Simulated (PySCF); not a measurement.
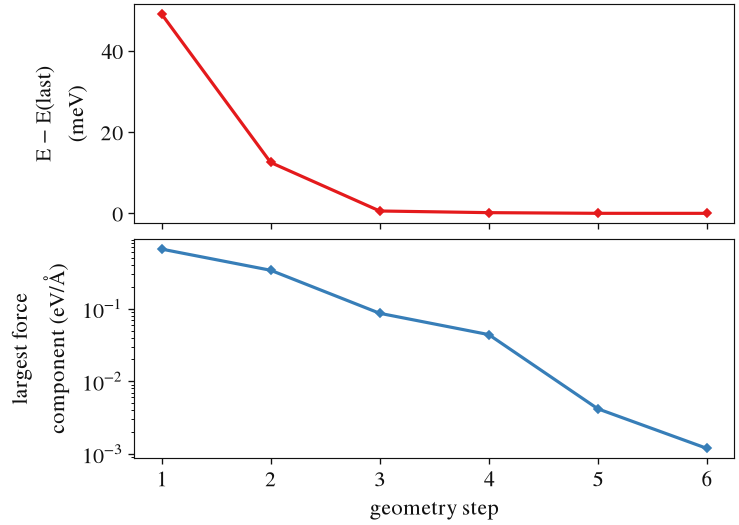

History of a geometry optimisation. The start has point group D3h, which is kept. A held symmetry can leave a saddle point.

- system: Cl5Cr molecule (charge +1)
- method: RKS-based B3LYP, Cr def2-SVP, Cl def2-SVP; non-relativistic Hamiltonian; density fitting in PySCF

Q: How did it end, and what did it gain?

A: The optimisation met its thresholds at geometry 6, counting the start as the first. The energy fell by about 49 meV from the first step to the last. The largest force component goes from about 0.66 eV/Å at the start to 1.2 × 10⁻³ eV/Å at the end.
